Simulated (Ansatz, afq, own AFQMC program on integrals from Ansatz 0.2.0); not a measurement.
**GeH4 (singlet): quantum Monte Carlo beside coupled cluster at scale of all distances = 1.739, cc-pVDZ**

Aim: compute GeH4 (singlet) with auxiliary-field quantum Monte Carlo on the same integrals as coupled cluster, and set the energies side by side.

The runs use Ansatz 0.2.0, Gaussian basis, and an in-house AFQMC program (afq) on its integrals; all values are calculated; cc-pVDZ, frozen cores.

To be run: PBE (unrestricted); r2SCAN (unrestricted); PBE0 (unrestricted); B3LYP (unrestricted); wB97M-V (unrestricted); B2PLYP (unrestricted); CCSD(T) on RHF; CCSDT(Q) on RHF; Phaseless AFQMC, CISD trial on RHF; Phaseless AFQMC, single-determinant trial on RHF; Free-projection AFQMC, CISD trial on RHF; UHF; CCSD(T) on UHF; CCSDT(Q) on UHF; Phaseless AFQMC, CISD trial on UHF; Free-projection AFQMC, CISD trial on UHF.

6 further runs of the same task are left out: 6 that didn't finish.

## 1. The geometry

The geometry derives from a PBE0/def2-TZVP stationary point (not a proven minimum). All distances are scaled together. No spin-orbit coupling is included. The filled d shell of Ge may be among the frozen orbitals whatever the setting's name suggests; the logs give the count.

5 atoms, charge 0, spin multiplicity 1.

Atoms are counted from 1 here; the program's logs count them from 0.

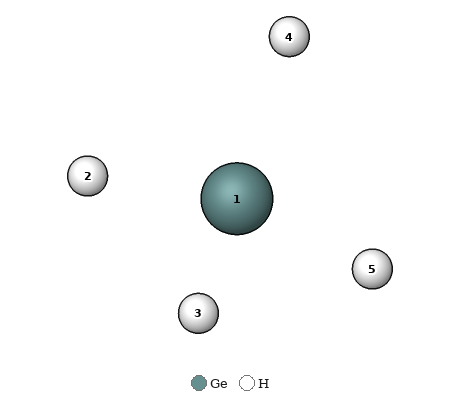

The geometry (germanium teal, hydrogen white); atoms are numbered from 1 in the order of the file.

Coordinates:

```xyz
5
charge 0, multiplicity 1
Ge    0.0000    0.0000    0.0000
H     1.5378    1.5428    1.5408
H    -1.5440   -1.5373    1.5402
H    -1.5370    1.5382   -1.5464
H     1.5432   -1.5437   -1.5346
```

## 2. PBE (unrestricted)

Input file in.yaml:

```yaml
crystal:
  periodic: [false, false, false]
  atoms:
    - {symbol: Ge, position_ang: [0.000000, 0.000000, 0.000000]}
    - {symbol: H, position_ang: [1.537839, 1.542839, 1.540836]}
    - {symbol: H, position_ang: [-1.544033, -1.537312, 1.540165]}
    - {symbol: H, position_ang: [-1.536972, 1.538168, -1.546361]}
    - {symbol: H, position_ang: [1.543166, -1.543695, -1.534640]}
basis:
  gaussian: {orbitals: cc-pVDZ}
magnetization: {spin_polarized: true, initial_magnetization: 0}
hamiltonian: {xc: {name: PBE}}
output: {orbitals: {seedname: orbitals}}
```

Run with:

```bash
$ ansatz run in.yaml --threads 1 --pin off --events-out ev --progress --plain --max-ram 1382MiB
```

Standard output:

```text
Functional definition: PBE
  name "PBE"
  cite "Perdew, Burke & Ernzerhof, Phys. Rev. Lett. 77, 3865 (1996) doi:10.1103/PhysRevLett.77.3865"
  parent pbe
  parameter kappa = 0.804
  parameter beta = 0.06672455060314922
  exchange = pbe_x(kappa = kappa, mu = beta*pi^2/3)
  correlation = pbe_c(beta = beta)
607 factors; their error is unknown
mean field evaluation 1: about -56561.6885 eV, gradient 1.2e1 eV
mean field evaluation 2: about -56538.6797 eV, gradient 4.7e1 eV
mean field evaluation 4: about -56563.2214 eV, gradient 4.1e-1 eV
mean field evaluation 8: about -56563.2154 eV, gradient 6.1e-2 eV
mean field evaluation 16: about -56563.2536 eV, gradient 3.9e-1 eV
mean field evaluation 32: about -56563.3393 eV, gradient 2.4e-2 eV
mean field evaluation 64: about -56563.2648 eV, gradient 8.9e-1 eV
mean field evaluation 96: about -56563.3199 eV, gradient 3.6e-3 eV
mean field evaluation 128: about -56562.4433 eV, gradient 5.3e-2 eV
mean field evaluation 160: about -56561.6501 eV, gradient 2.2e0 eV
mean field evaluation 192: about -56562.4434 eV, gradient 1.9e-4 eV
mean field evaluation 224: about -56563.3167 eV, gradient 2.6e-3 eV
mean field evaluation 256: about -56563.3194 eV, gradient 1.9e-2 eV
mean field evaluation 288: about -56562.4433 eV, gradient 3.8e-2 eV
mean field -56563.33930211 eV, -2078.6643793440 hartree, gradient 8.0e-6 eV, S^2 0.795286; 22 other end points of the search recorded, 0 dependent functions left out
reference -56563.33934520 eV, -2078.6643809278 hartree; 18, 18 occupied and 29, 29 virtual orbitals, 607 factors
Total energy: -56563.33934520 eV, -2078.6643809278 hartree
```

Wall time 28 s (1 thread of Arm Neoverse V1, shared host).

From the report: ⟨S²⟩ of the determinant 0.795 (pure singlet: 0.00). The determinant is far from a pure spin state, so its energy mixes those of several spin states (harmless only where they are near-degenerate, as at dissociation).

## 3. r2SCAN (unrestricted)

Edit in.yaml of step 2 so:

```diff
@@ -11,3 +11,2 @@
 magnetization: {spin_polarized: true, initial_magnetization: 0}
-hamiltonian: {xc: {name: PBE}}
-output: {orbitals: {seedname: orbitals}}
+hamiltonian: {xc: {name: r2SCAN}}
```

Same command.

Standard output, shortened:

```text
Functional definition: r2SCAN
  name "r2SCAN"
  cite "Furness, Kaplan, Ning, Perdew & Sun, J. Phys. Chem. Lett. 11, 8208 (2020) doi:10.1021/acs.jpclett.0c02405"
  cite "Furness, Kaplan, Ning, Perdew & Sun, J. Phys. Chem. Lett. 11, 9248 (2020) doi:10.1021/acs.jpclett.0c03077"
  parent r2scan
[...]
607 factors; their error is unknown
[...]
mean field -56571.51255382 eV, -2078.9647408045 hartree, gradient 5.3e-5 eV, S^2 1.503027; 19 other end points of the search recorded, 0 dependent functions left out
reference -56571.51256707 eV, -2078.9647412914 hartree; 18, 18 occupied and 29, 29 virtual orbitals, 607 factors
Total energy: -56571.51256707 eV, -2078.9647412914 hartree
```

Run time: 28 s. Hardware: 1 thread of Arm Neoverse V1, shared host.

From the report: ⟨S²⟩ of the determinant 1.503 (pure singlet: 0.00). The determinant is far from a pure spin state, so its energy mixes those of several spin states (harmless only where they are near-degenerate, as at dissociation).

## 4. PBE0 (unrestricted)

Edit in.yaml of step 3 so:

```diff
@@ -11,2 +11,3 @@
 magnetization: {spin_polarized: true, initial_magnetization: 0}
-hamiltonian: {xc: {name: r2SCAN}}
+hamiltonian: {xc: {name: PBE0}}
+output: {orbitals: {seedname: orbitals}}
```

Launched as before.

Standard output, shortened:

```text
Functional definition: PBE0
  name "PBE0"
  cite "Adamo & Barone, J. Chem. Phys. 110, 6158 (1999) doi:10.1063/1.478522"
  cite "Perdew, Burke & Ernzerhof, Phys. Rev. Lett. 77, 3865 (1996) doi:10.1103/PhysRevLett.77.3865"
  parent pbe
[...]
505 factors; integrals over basis functions are off by at most 7.7e-4 eV
[...]
mean field -56564.30638730 eV, -2078.6999190692 hartree, gradient 3.6e-5 eV, S^2 1.577792; 16 other end points of the search recorded, 0 dependent functions left out
reference -56564.30642187 eV, -2078.6999203398 hartree; 18, 18 occupied and 29, 29 virtual orbitals, 505 factors
Total energy: -56564.30642187 eV, -2078.6999203398 hartree
```

It took 11 s on 1 thread of Arm Neoverse V1, shared host.

From the report: ⟨S²⟩ of the determinant 1.578 (pure singlet: 0.00). The determinant is far from a pure spin state, so its energy mixes those of several spin states (harmless only where they are near-degenerate, as at dissociation).

## 5. B3LYP (unrestricted)

Edit in.yaml of step 4 so:

```diff
@@ -11,3 +11,2 @@
 magnetization: {spin_polarized: true, initial_magnetization: 0}
-hamiltonian: {xc: {name: PBE0}}
-output: {orbitals: {seedname: orbitals}}
+hamiltonian: {xc: {name: B3LYP}}
```

The command is unchanged.

Standard output, shortened:

```text
Functional definition: B3LYP
  name "B3LYP"
  cite "Stephens, Devlin, Chabalowski & Frisch, J. Phys. Chem. 98, 11623 (1994) doi:10.1021/j100096a001"
  cite "Becke, Phys. Rev. A 38, 3098 (1988) doi:10.1103/PhysRevA.38.3098"
  cite "Lee, Yang & Parr, Phys. Rev. B 37, 785 (1988) doi:10.1103/PhysRevB.37.785"
  cite "Vosko, Wilk & Nusair, Can. J. Phys. 58, 1200 (1980) doi:10.1139/p80-159"
[...]
505 factors; integrals over basis functions are off by at most 7.7e-4 eV
[...]
mean field -56573.47326460 eV, -2079.0367955967 hartree, gradient 1.8e-5 eV, S^2 1.235016; 8 other end points of the search recorded, 0 dependent functions left out
reference -56573.47356127 eV, -2079.0368064990 hartree; 18, 18 occupied and 29, 29 virtual orbitals, 505 factors
Total energy: -56573.47356127 eV, -2079.0368064990 hartree
```

It took 8.5 s on 1 thread of Arm Neoverse V1, shared host.

From the report: ⟨S²⟩ of the determinant 1.235 (pure singlet: 0.00). The determinant is far from a pure spin state, so its energy mixes those of several spin states (harmless only where they are near-degenerate, as at dissociation).

## 6. wB97M-V (unrestricted)

Edit in.yaml of step 5 so:

```diff
@@ -11,2 +11,3 @@
 magnetization: {spin_polarized: true, initial_magnetization: 0}
-hamiltonian: {xc: {name: B3LYP}}
+hamiltonian: {xc: {name: wB97M-V}}
+output: {orbitals: {seedname: orbitals}}
```

Same command.

Standard output, shortened:

```text
Functional definition: wB97M-V
  name "wB97M-V"
  cite "Mardirossian & Head-Gordon, J. Chem. Phys. 144, 214110 (2016) doi:10.1063/1.4952647"
  cite "Becke, J. Chem. Phys. 107, 8554 (1997) doi:10.1063/1.475007"
  cite "Vydrov & Van Voorhis, J. Chem. Phys. 133, 244103 (2010) doi:10.1063/1.3521275"
  # Of w^i u^j: cxij and so on, Table III.
[...]
  gx(w, u) = 1 - cx + cx01*u + cx10*w
  gss(w, u) = css00 + css04*u^4 + css10*w + css20*w^2 + css43*w^4*u^3
  gos(w, u) = cos00 + cos10*w + (cos20 + cos21*u)*w^2 + (cos60 + cos61*u)*w^6
[...]
      + integral(e_c_pw_mod_opposite_spin*gos(b97_w_opposite, b97_u_opposite)) + vv10(b, c)
505 factors; integrals over basis functions are off by at most 7.7e-4 eV
162 factors; integrals over basis functions are off by at most 2.0e-5 eV
[...]
mean field -56567.41576384 eV, -2078.8141865497 hartree, gradient 3.5e-5 eV, S^2 1.635150; 13 other end points of the search recorded, 0 dependent functions left out
reference -56567.41580440 eV, -2078.8141880400 hartree; 18, 18 occupied and 29, 29 virtual orbitals, 505 factors
Total energy: -56567.41580440 eV, -2078.8141880400 hartree
```

It took 39 s on 1 thread of Arm Neoverse V1, shared host.

From the report: ⟨S²⟩ of the determinant 1.635 (pure singlet: 0.00). The determinant is far from a pure spin state, so its energy mixes those of several spin states (harmless only where they are near-degenerate, as at dissociation).

## 7. B2PLYP (unrestricted)

Edit in.yaml of step 6 so:

```diff
@@ -11,3 +11,3 @@
 magnetization: {spin_polarized: true, initial_magnetization: 0}
-hamiltonian: {xc: {name: wB97M-V}}
-output: {orbitals: {seedname: orbitals}}
+hamiltonian: {xc: {name: B2PLYP}}
+correlation: {electrons: outside_noble_gas}
```

Same command.

Standard output, shortened:

```text
Functional definition: B2PLYP
  name "B2PLYP"
  cite "Grimme, J. Chem. Phys. 124, 034108 (2006) doi:10.1063/1.2148954"
  cite "Becke, Phys. Rev. A 38, 3098 (1988) doi:10.1103/PhysRevA.38.3098"
  cite "Lee, Yang & Parr, Phys. Rev. B 37, 785 (1988) doi:10.1103/PhysRevB.37.785"
[...]
505 factors; integrals over basis functions are off by at most 7.7e-4 eV
[...]
mean field -56559.21218087 eV, -2078.5127104359 hartree, gradient 3.2e-6 eV, S^2 1.943686; 11 other end points of the search recorded, 0 dependent functions left out
14 core orbitals not correlated: weight in the atoms' cores, before any rotation towards them, 1.000 or more for the frozen orbitals, at most 0.000 for the correlated occupied ones
reference -56559.21237103 eV, -2078.5127174242 hartree; 4, 4 occupied and 29, 29 virtual orbitals, 505 factors
second order -2.34017775 eV of doubles, -0.00000000 eV of singles
Total energy: -56559.84421902 eV, -2078.5359374096 hartree
```

Wall time 8.5 s (1 thread of Arm Neoverse V1, shared host).

From the report: ⟨S²⟩ of the determinant 1.944 (pure singlet: 0.00). The determinant is far from a pure spin state, so its energy mixes those of several spin states (harmless only where they are near-degenerate, as at dissociation).

## 8. CCSD(T) on RHF

Edit in.yaml of step 7 so:

```diff
@@ -10,4 +10,3 @@
   gaussian: {orbitals: cc-pVDZ}
-magnetization: {spin_polarized: true, initial_magnetization: 0}
-hamiltonian: {xc: {name: B2PLYP}}
-correlation: {electrons: outside_noble_gas}
+magnetization: {spin_polarized: false}
+correlation: {method: ccsd_t, electrons: outside_noble_gas, hamiltonian_folder: ham}
```

Launched as before.

Standard output, shortened:

```text
Functional definition: HF
  name "HF"
  cite "Fock, Z. Phys. 61, 126 (1930) doi:10.1007/BF01340294"
  parent pbe
[...]
505 factors; integrals over basis functions are off by at most 7.7e-4 eV
[...]
mean field -56522.18671531 eV, -2077.1520496736 hartree, gradient 2.0e-6 eV, S^2 0.000000; 5 other end points of the search recorded, 0 dependent functions left out; unrestricted orbitals would lower it
[...]
determinant -56522.18671531 eV, -2077.1520496736 hartree, with singles and doubles -56528.83208665 eV, -2077.3962625658 hartree
determinant -56517.54230525 eV, -2076.9813707519 hartree, with singles and doubles -56528.55228110 eV, -2077.3859799014 hartree
determinant -56522.18671531 eV, -2077.1520496736 hartree, with singles and doubles -56528.83162057 eV, -2077.3962454375 hartree
determinant -56517.54230525 eV, -2076.9813707519 hartree, with singles and doubles -56528.70406434 eV, -2077.3915578328 hartree
[...]
unrestricted determinant -56526.49372237 eV, -2077.3103292635 hartree, S^2 2.4442
14 core orbitals not correlated: weight in the atoms' cores, before any rotation towards them, 1.000 or more for the frozen orbitals, at most 0.000 for the correlated occupied ones
reference -56522.18671531 eV, -2077.1520496736 hartree; 4, 4 occupied and 29, 29 virtual orbitals, 505 factors
second order -4.61783136 eV of doubles, -0.00000000 eV of singles
cycle   1  -6.64490354 eV  change    1.7e-6 eV  update   8.9e-7
perturbative correction -0.67864281 eV, -0.0249396633 hartree
WARN: the results are in doubt because among natural orbitals full CI differs from the method by -0.208 eV
Total energy: -56529.51026166 eV, -2077.4211850377 hartree
In doubt: among natural orbitals full CI differs from the method by -0.208 eV
```

Wall time 3.7 s (1 thread of Arm Neoverse V1, shared host).

From the report: correlation -7.3235 eV; T1 0.034; largest double amplitude 0.23. The program marks this result as in doubt; its last lines say why.

This run also writes the integrals to the folder ham.

## 9. CCSDT(Q) on RHF

Edit in.yaml of step 8 so:

```diff
@@ -11,2 +11,2 @@
 magnetization: {spin_polarized: false}
-correlation: {method: ccsd_t, electrons: outside_noble_gas, hamiltonian_folder: ham}
+correlation: {method: ccsdt_q, electrons: outside_noble_gas}
```

The command is unchanged.

Standard output, shortened:

```text
Functional definition: HF
  name "HF"
  cite "Fock, Z. Phys. 61, 126 (1930) doi:10.1007/BF01340294"
  parent pbe
[...]
872 factors; integrals over basis functions are off by at most 8.3e-8 eV
[...]
mean field -56522.18669164 eV, -2077.1520488035 hartree, gradient 1.1e-6 eV, S^2 0.000000; 4 other end points of the search recorded, 0 dependent functions left out; unrestricted orbitals would lower it
[...]
determinant -56522.18669164 eV, -2077.1520488035 hartree, with singles and doubles -56528.83210189 eV, -2077.3962631257 hartree
determinant -56517.54231649 eV, -2076.9813711647 hartree, with singles and doubles -56528.55231703 eV, -2077.3859812219 hartree
determinant -56522.18669164 eV, -2077.1520488035 hartree, with singles and doubles -56528.83163395 eV, -2077.3962459295 hartree
determinant -56517.54231649 eV, -2076.9813711647 hartree, with singles and doubles -56528.70408788 eV, -2077.3915586978 hartree
[...]
unrestricted determinant -56526.49374450 eV, -2077.3103300766 hartree, S^2 2.4442
14 core orbitals not correlated: weight in the atoms' cores, before any rotation towards them, 1.000 or more for the frozen orbitals, at most 0.000 for the correlated occupied ones
reference -56522.18669164 eV, -2077.1520488035 hartree; 4, 4 occupied and 29, 29 virtual orbitals, 872 factors
second order -4.61796202 eV of doubles, -0.00000000 eV of singles
cycle   1  -5.65079361 eV  change    -1.0e0 eV  update   2.0e-1
[...]
cycle  19  -7.49869465 eV  change   -2.8e-7 eV  update   1.7e-7
perturbative correction -0.12663618 eV, -0.0046537939 hartree
Total energy: -56529.81202248 eV, -2077.4322745432 hartree
```

It took 6 s on 1 thread of Arm Neoverse V1, shared host.

From the report: correlation -7.6253 eV; T1 0.040; largest double amplitude 0.27.

## 10. Phaseless AFQMC, CISD trial on RHF

It reads the integrals that the CCSD(T) run on this determinant wrote.

Run with:

```bash
$ afq ham --method phaseless --trial cisd --walkers 60 --populations 1 --least-time 40 --time-step 0.005 --steps-per-block 50 --equilibration-blocks 40 --max-blocks 300 --target-error 0.00068 --factor-cut 1e-05 --seed 2750 --release-times 0.24,0.51,0.99,1.62,2.4 --release-step 0.03 --release-every 4 --taylor-order 6
```

Standard output:

```text
orbitals 33  electrons 4 4  factors 200 of 505
reference energy -2077.15204967 Eh
CCSD correlation -0.24419547 Eh in 13 cycles, weight of the determinant in the CISD state 0.6402
energy of the start -2077.396245 Eh
 block  time / (1/Eh)  mean weight  energy / Eh
     1     0.250  0.9989  -2077.390993
     2     0.500  1.0004  -2077.389833
     3     0.750  1.0017  -2077.390059
     4     1.000  0.9992  -2077.391080
     5     1.250  1.0002  -2077.395123
     6     1.500  1.0006  -2077.395257
     7     1.750  0.9987  -2077.396627
     8     2.000  0.9992  -2077.401664
     9     2.250  1.0007  -2077.406848
    10     2.500  0.9991  -2077.410777
    17     4.250  0.9976  -2077.412783
    25     6.250  1.0015  -2077.399146
    33     8.250  0.9996  -2077.417070
    41    10.250  1.0005  -2077.419830
    49    12.250  0.9995  -2077.421661
    57    14.250  0.9993  -2077.430099
    65    16.250  0.9999  -2077.408443
    73    18.250  0.9999  -2077.408447
    81    20.250  0.9978  -2077.408864
    89    22.250  0.9991  -2077.410949
    97    24.250  0.9978  -2077.415843
   105    26.250  1.0008  -2077.403243
   113    28.250  1.0004  -2077.406835
   121    30.250  1.0033  -2077.418692
   129    32.250  1.0015  -2077.408256
   137    34.250  1.0014  -2077.408607
   145    36.250  1.0017  -2077.424935
   153    38.250  1.0000  -2077.403636
   161    40.250  1.0012  -2077.406293
   169    42.250  0.9999  -2077.419174
   177    44.250  1.0010  -2077.404918
   185    46.250  1.0017  -2077.416314
   193    48.250  1.0001  -2077.410206
   201    50.250  1.0011  -2077.420693
   209    52.250  1.0002  -2077.413256
   217    54.250  1.0003  -2077.422970
   225    56.250  1.0016  -2077.412681
   233    58.250  0.9998  -2077.452651
   241    60.250  1.0012  -2077.409119
   249    62.250  1.0008  -2077.452205
   257    64.250  1.0006  -2077.403068
   265    66.250  1.0005  -2077.416701
   273    68.250  0.9999  -2077.412857
   281    70.250  1.0021  -2077.418604
   289    72.250  1.0002  -2077.403621
   297    74.250  1.0019  -2077.402033
   305    76.250  1.0004  -2077.414578
   313    78.250  0.9994  -2077.417657
   321    80.250  0.9993  -2077.393549
   329    82.250  1.0021  -2077.409842
   337    84.250  0.9984  -2077.425475
blocks merged  error / Eh  count
     1  0.000768  300
     2  0.000992  150
     4  0.001269  75
     8  0.001611  37
    16  0.001671  18
    32  0.001809  9
released: time / (1/Eh)  energy / Eh  error  mean overlap
  0.24  -2077.416548  0.001464  1.0068
  0.51  -2077.418081  0.001481  1.0069
  0.99  -2077.418984  0.001390  1.0268
  1.62  -2077.423351  0.001789  1.0254
  2.40  -2077.425603  0.002226  1.0254
energy -2077.414645 +/- 0.001671 Eh
```

Wall time 1.9 min (1 thread of Arm Neoverse V1, shared host).

Energy -56529.3323 ± 0.0455 eV. Caveats: constraint bias not in the error; error above the target; large difference.

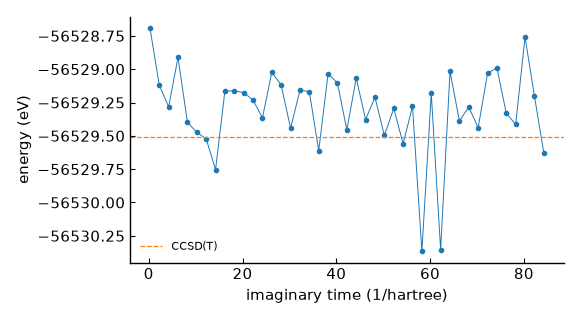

Block energies along the walk.

## 11. Phaseless AFQMC, single-determinant trial on RHF (settings varied)

It reads the integrals that the CCSD(T) run on this determinant wrote.

Run with:

```bash
$ afq ham --method phaseless --trial hf --walkers 160 --populations 1 --least-time 40 --time-step 0.005 --steps-per-block 50 --equilibration-blocks 12 --max-blocks 160 --target-error 0.00136 --factor-cut 1e-05 --seed 9772 --taylor-order 6
```

Standard output:

```text
orbitals 33  electrons 4 4  factors 200 of 505
reference energy -2077.15204967 Eh
CCSD correlation -0.24419547 Eh in 13 cycles, weight of the determinant in the CISD state 0.6402
energy of the start -2077.152050 Eh
 block  time / (1/Eh)  mean weight  energy / Eh
     1     0.250  1.0012  -2077.195201
     2     0.500  1.0019  -2077.227319
     3     0.750  1.0003  -2077.253653
     4     1.000  1.0006  -2077.266931
     5     1.250  1.0005  -2077.279352
     6     1.500  1.0012  -2077.289664
     7     1.750  0.9996  -2077.305275
     8     2.000  0.9996  -2077.309981
     9     2.250  0.9996  -2077.327365
    10     2.500  1.0002  -2077.329326
    13     3.250  1.0012  -2077.351114
    17     4.250  1.0005  -2077.363578
    21     5.250  1.0005  -2077.378239
    25     6.250  0.9995  -2077.344512
    29     7.250  0.9997  -2077.364839
    33     8.250  0.9988  -2077.357276
    37     9.250  0.9998  -2077.377046
    41    10.250  0.9993  -2077.354753
    45    11.250  0.9999  -2077.374976
    49    12.250  0.9990  -2077.343610
    53    13.250  0.9992  -2077.418975
    57    14.250  0.9990  -2077.365742
    61    15.250  1.0000  -2077.353861
    65    16.250  0.9993  -2077.388326
    69    17.250  1.0011  -2077.372050
    73    18.250  0.9998  -2077.357133
    77    19.250  1.0009  -2077.362263
    81    20.250  1.0006  -2077.387344
    85    21.250  1.0003  -2077.393210
    89    22.250  0.9989  -2077.382096
    93    23.250  1.0003  -2077.359659
    97    24.250  0.9992  -2077.386559
   101    25.250  0.9995  -2077.379399
   105    26.250  1.0001  -2077.378781
   109    27.250  1.0003  -2077.346858
   113    28.250  0.9999  -2077.354374
   117    29.250  0.9982  -2077.371633
   121    30.250  1.0010  -2077.432249
   125    31.250  0.9986  -2077.339221
   129    32.250  0.9998  -2077.369002
   133    33.250  1.0002  -2077.370742
   137    34.250  0.9983  -2077.386417
   141    35.250  0.9996  -2077.369676
   145    36.250  1.0003  -2077.351537
   149    37.250  0.9991  -2077.339763
   153    38.250  0.9991  -2077.367463
   157    39.250  1.0014  -2077.380245
   161    40.250  1.0007  -2077.358713
   165    41.250  0.9986  -2077.355438
   169    42.250  0.9994  -2077.367873
blocks merged  error / Eh  count
     1  0.001508  160
     2  0.001893  80
     4  0.002195  40
     8  0.002141  20
    16  0.002294  10
energy -2077.370280 +/- 0.002195 Eh
```

Wall time 78 s (1 thread of Arm Neoverse V1, shared host).

Energy -56528.1251 ± 0.0597 eV. Caveats: constraint bias not in the error; error above the target; large difference.

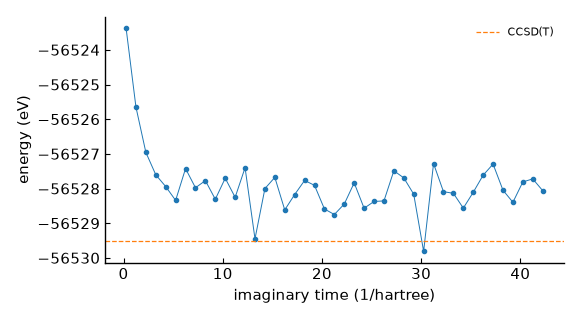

Block energies along the walk.

[end of part 1 of 2]
